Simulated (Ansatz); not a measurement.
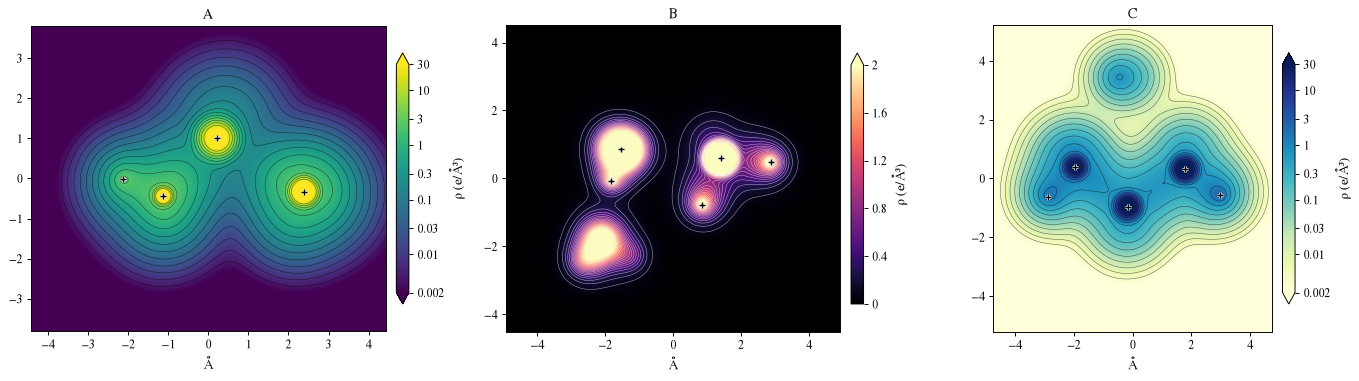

The total electron density of 3 systems, each on a plane through atoms (crosses mark nuclei in the plane).

Theory: Ansatz 0.2.0, RKS PBE0-D4/def2-TZVPP.

System 1: SiH4···H2O···NH3, the plane of atoms H2, Si1 and H3. The reactant side of a reaction path; geometry: PBE0-D4/def2-TZVP.

| atom | x (Å) | y (Å) | z (Å) |
| --- | --- | --- | --- |
| Si | -1.2987 | -0.0317 | -1.7141 |
| H | 0.0841 | -0.4707 | -1.3943 |
| H | -1.5087 | -0.3181 | -3.1649 |
| H | -2.2976 | -0.8273 | -0.9611 |
| H | -1.4674 | 1.4242 | -1.5105 |
| H | 0.0576 | 0.2799 | 1.2719 |
| O | -0.8771 | 0.5375 | 1.1328 |
| H | 2.0641 | -0.3624 | 0.2531 |
| N | 1.9061 | -0.0985 | 1.2188 |
| H | -1.3962 | -0.0585 | 1.6756 |
| H | 2.3023 | -0.8251 | 1.8020 |
| H | 2.4315 | 0.7504 | 1.3906 |

System 2: CH7AlS, the plane of atoms Al1, C2 and H7. The reactant side of a reaction path; geometry: PBE0-D4/def2-TZVP.

```xyz
10

Al   -0.9423    0.1661   -0.5150
C     0.9435    0.6134   -0.8585
H    -1.5998   -1.0667   -1.2936
H    -1.9147    1.3001    0.0569
H     0.2643   -1.8803    1.3918
S    -0.7647   -1.0732    1.7030
H     1.0367    1.1692   -1.7982
H     1.5744   -0.2756   -0.9571
H     1.3732    1.2476   -0.0766
H     0.0292   -0.2005    2.3472
```

System 3: H7PSi2···H2, the plane of atoms Si1, Si5 and H9. The product side of a reaction path; geometry: PBE0-D4/def2-TZVP.

```xyz
12

Si   -1.3033    0.0670   -0.5483
H     2.9654    0.2423    0.8606
H    -1.5036   -0.4861   -1.9168
H    -2.6416    0.3848    0.0220
Si   -0.2502   -1.5233    0.8051
H     2.7602    0.9481    0.9914
P    -0.1068    1.9839   -0.5345
H    -0.0515   -0.9786    2.1746
H    -1.0795   -2.7559    0.8915
H     1.0770   -1.8835    0.2375
H    -0.7993    2.5488   -1.6393
H     0.9328    1.4527   -1.3437
```

**Which map belongs to which system?**

Panel A is system 2, CH7AlS: the plane holds Al, C, S and H. C–Al (1.97 Å): ρ is about 0.7 e/Å³ halfway. Panel B is system 1, SiH4···H2O···NH3: the plane holds Si, H and O. O–H (0.98 Å): ρ is about 3.8 e/Å³ halfway. Panel C is system 3, H7PSi2···H2: the plane holds Si, P and H. Si–P (2.26 Å): ρ is about 0.71 e/Å³ halfway.
